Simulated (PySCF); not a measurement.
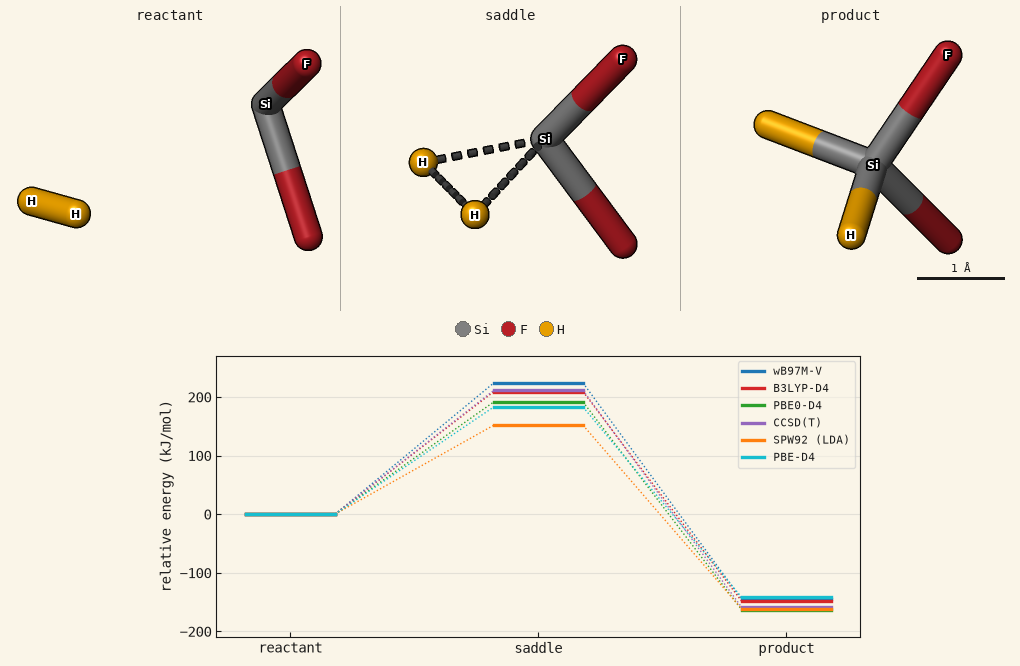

A reaction step of SiH2F2, with its energy diagram. A stick model, seen at a tilt. Dashed sticks mark bonds that form or break.

Stationary points at PBE0-D4/def2-TZVP, single-point energies with wB97M-V, B3LYP-D4, PBE0-D4, CCSD(T), SPW92 (LDA), PBE-D4 (def2-TZVPP where no basis is named; PySCF 2.14.0). The energies are electronic, without zero-point or thermal terms, and both ends are the relaxed geometries reached downhill from the saddle, with any fragments still in contact.

### What happens, and what does it cost?

Counted by bonded pieces, the reactant holds H₂ + SiF₂ and the product holds SiH₂F₂. From the reactant over the saddle to the product, bonds form: H–Si (3.29 → 1.48 → 1.47 Å), H–Si (3.24 → 1.76 → 1.47 Å). A bond breaks: H–H (0.75 → 1.23 → 2.48 Å). The saddle has one imaginary mode, 1519i cm⁻¹. The end the reactant keeps a soft imaginary mode of 57i cm⁻¹, so it isn't quite a minimum. With wB97M-V the barrier is 224.0 kJ/mol from the reactant and 369.1 kJ/mol from the product, and the product lies 145.1 kJ/mol below the reactant. By Pauling bond orders of the changing bonds the saddle lies closer to the product, the lower end, against what Hammond's postulate suggests.

```
      level  barrier from the reactant (kJ/mol)  barrier from the product (kJ/mol)  the product less the reactant (kJ/mol)
    wB97M-V                               224.0                              369.1                                  −145.1
   B3LYP-D4                               209.1                              357.8                                  −148.6
    PBE0-D4                               191.6                              354.8                                  −163.2
    CCSD(T)                               211.3                              370.3                                  −159.0
SPW92 (LDA)                               151.8                              313.3                                  −161.4
     PBE-D4                               183.0                              324.8                                  −141.8
```

At 1 of the 3 structures the mean-field solution behind CCSD(T) isn't stable (a lower one of broken symmetry exists), so those energies are less reliable.

Limits of the set-up: the start holds two separate molecules, 3.2 Å apart at their closest, whose relative position is a soft coordinate.
